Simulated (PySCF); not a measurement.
C9H7NSi

```xyz
18

N    -3.0564    2.7158   -1.1882
C    -2.5865    1.9334   -0.4722
Si   -1.8132    0.6868    0.6748
C    -2.2202   -1.0673    0.1961
C    -1.0638   -1.6685   -0.1567
C     0.1761   -0.8687   -0.1088
C     1.4426   -1.3380   -0.4554
C     2.5401   -0.4772   -0.3808
C     2.3777    0.8425    0.0365
C     1.1096    1.3187    0.3880
C     0.0106    0.4709    0.3185
H    -2.1795    1.1134    2.0531
H    -3.1793   -1.5873    0.1813
H    -1.0079   -2.7146   -0.4793
H     1.5736   -2.3716   -0.7864
H     3.5332   -0.8417   -0.6542
H     3.2425    1.5080    0.0876
H     0.9924    2.3568    0.7100
```

Geometry: PBE0-D3(BJ)/def2-SVP.

Theory: PBE0/pcSseg-1, SCF density, gas phase, non-relativistic in PySCF.

What will maps of the electron density and electron localisation function show?

Answer. C–C (1.35 Å): the density is about 2.2 e/Å³ at the midpoint; the ELF peaks at about 0.90 between the atoms; localised, covalent bonding.
C–Si (1.86 Å): ρ is about 0.96 e/Å³ halfway; the ELF peaks at about 0.95 between the atoms: localised, covalent bonding.
C–H (1.09 Å): the density is about 2 e/Å³ at the midpoint; the ELF climbs to about 1 towards the hydrogen, as it does in any bond to H: a covalent bond by its length.
C–C (1.39 Å): ρ is about 2.1 e/Å³ halfway; the ELF peaks at about 0.95 between the atoms (a covalent bond).

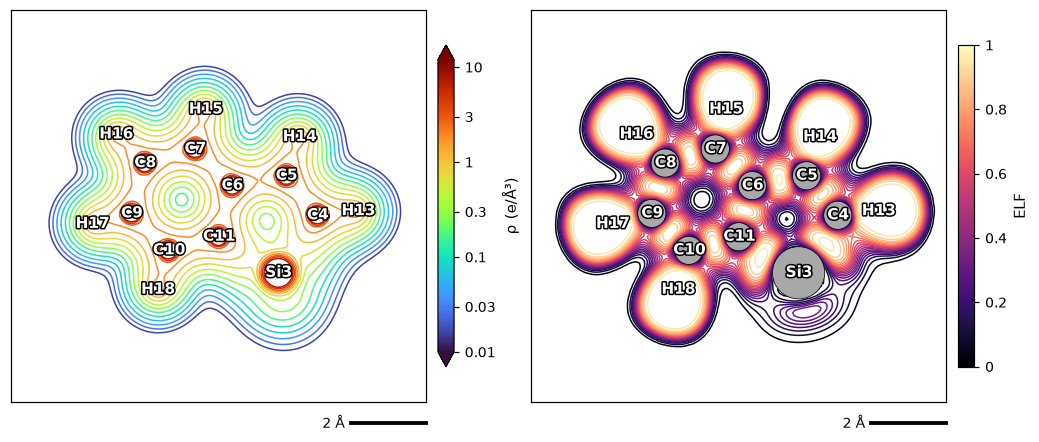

Computed electron density and electron localisation function on the plane of atoms C4, C5 and H14, in this order. Grey discs cover the atomic cores in the ELF map. 
